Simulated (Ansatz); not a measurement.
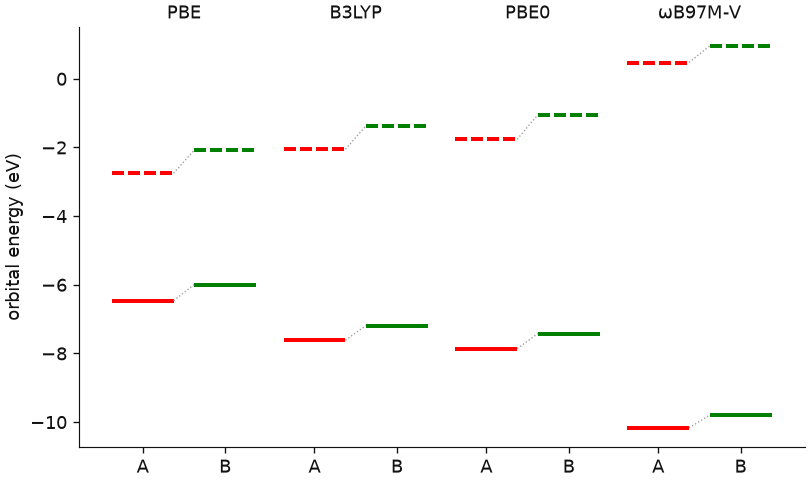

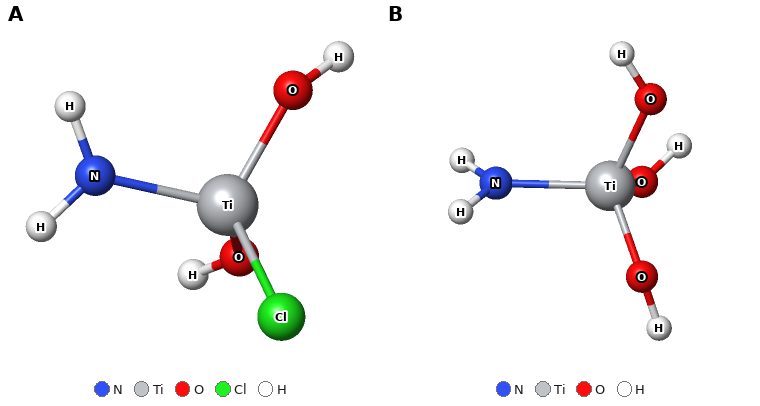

One change: A, TiNH₄O₂Cl (SMILES [NH2][Ti]([OH])([OH])[Cl]), becomes B, TiNH₅O₃ (SMILES [NH2][Ti]([OH])([OH])[OH]). Cl on Ti is replaced by OH. HOMO (solid) and LUMO (dashed) computed in def2-TZVPP at PBE0-D4/def2-TZVP geometries, both minima by their frequencies, gas phase, the Ansatz code 0.2.0. Empty levels above zero depend strongly on the basis.

> What does the change do to HOMO and LUMO?

PBE: the HOMO rises by 0.47 eV, the LUMO rises by 0.68 eV, and the separation goes from 3.71 to 3.92 eV. B3LYP: the HOMO rises by 0.43 eV, the LUMO rises by 0.68 eV, and the separation goes from 5.56 to 5.82 eV. PBE0: the HOMO rises by 0.44 eV, the LUMO rises by 0.71 eV, and the separation goes from 6.10 to 6.37 eV. ωB97M-V: the HOMO rises by 0.37 eV, the LUMO rises by 0.48 eV, and the separation goes from 10.64 to 10.75 eV.

> Do the functionals agree on the effect?

They agree on the direction for both levels; the HOMO shift lies between 0.37 and 0.47 eV and the LUMO shift between 0.48 and 0.71 eV, while the separations themselves differ by up to 6.9 eV between functionals.
